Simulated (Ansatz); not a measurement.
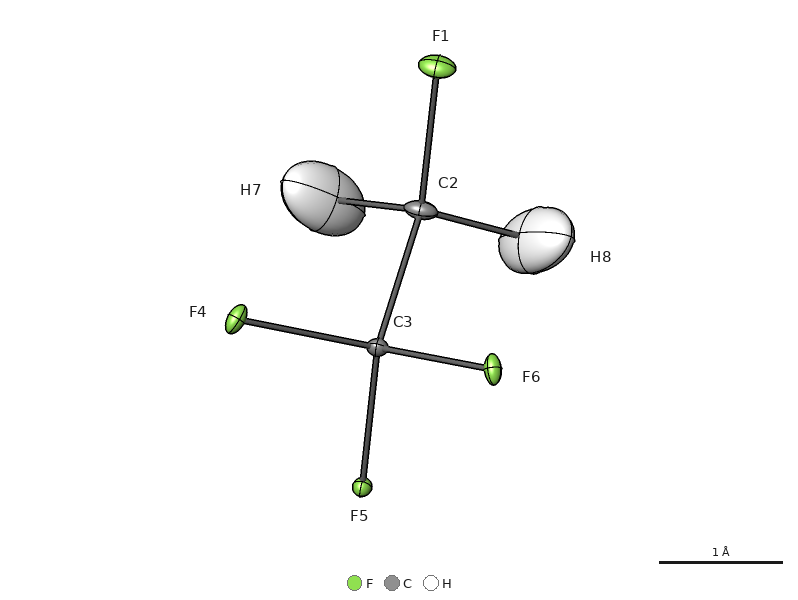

Displacement ellipsoids at the 50 % level, enlarged 1.5 times, from the internal vibrations of the free molecule (harmonic, no overall translation or rotation; no half-axis is drawn under 0.075 Å). Vibrations computed with RKS PBE0-D4/def2-TZVP (Ansatz 0.2.0). Temperature: 100 K.

> Which atom moves most?

H7, H8, with U_eq = 0.0184 Å².

> Does H7 move more along its bond or across it?

Across it: the root-mean-square amplitude is 0.089 Å along the bond and up to 0.184 Å across, since bending and torsion are softer than stretching.

Give the displacement parameters, one line for each set of equivalent atoms.

| atom | U_eq (Å²) | rms amplitudes (Å) |
| --- | --- | --- |
| F1 | 0.0025 | 0.026, 0.048, 0.067 |
| C2 | 0.0021 | 0.034, 0.038, 0.060 |
| C3 | 0.0013 | 0.033, 0.036, 0.038 |
| F4, F6 | 0.0017 | 0.030, 0.032, 0.057 |
| F5 | 0.0012 | 0.030, 0.034, 0.039 |
| H7, H8 | 0.0184 | 0.081, 0.122, 0.184 |
